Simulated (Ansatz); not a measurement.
Species, as SMILES: [F][Ge] (F-Ge), doublet.
Atoms: Ge1, F2. Bonds: Ge1-F2.

Basis-set convergence of the highest harmonic wavenumber at B3LYP with Ansatz (a program for electronic structure). Each level at its own minimum, finite differences of forces, unscaled; the reference is a large set that could be run, not a limit. Cartesian d functions, on some or all atoms, in 6-31G; all else is spherical. The program fits the integrals of some runs and decomposes those of others, by size. Open shells are unrestricted. No added dispersion term, no relativity. Reference: the value in def2-QZVPPD, 645 cm⁻¹, itself unsure by roughly 3 cm⁻¹ (its mean distance from pcseg-3, def2-QZVPP, cc-pVQZ). Deviations are taken from unrounded values.

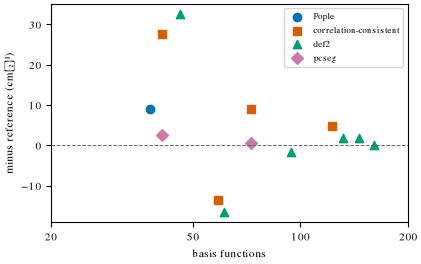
Deviation from the reference against the number of basis functions, by family of sets.

```csv
basis,functions,highest harmonic wavenumber (cm⁻¹),minus reference (cm⁻¹)
6-31G,38,654,9
cc-pVDZ,41,673,28
pcseg-1,41,648,3
def2-SVP,46,678,33
aug-cc-pVDZ,59,632,-14
def2-SVPD,61,629,-17
cc-pVTZ,73,654,9
pcseg-2,73,646,0
def2-TZVPPD,94,644,-2
cc-pVQZ,123,650,5
def2-QZVP,132,647,2
def2-QZVPP,146,647,2
def2-QZVPPD,161,645,0
```
